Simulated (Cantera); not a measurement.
A closed system holds: 1 mol SiC, a varied amount of O2, 99 mol H2, 0.064 mol CO2, at 2000 K and 1.60 mbar.

These are equilibrium values from Cantera (NASA tables, ideal gas, pure condensed phases), not measurements of a reactor. Candidate condensed phases: C, C6H6, C7H8, C8H18, H2O, Si, SiC, SiO2; 123 gas species. Gases not in the tables: Si2H6 and higher silanes. Rates play no part.

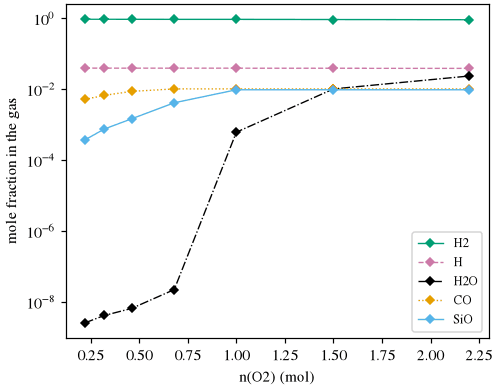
Figure: Equilibrium gas composition (values under 1e-9 drawn at 1e-9)

From 0.22 mol O2 to 0.46 mol O2 the condensed part is SiC(s). From 0.68 mol O2 to 2.2 mol O2 nothing is condensed. The main Si-bearing gas is Si at 0.22 mol O2 and SiO at 2.2 mol O2.
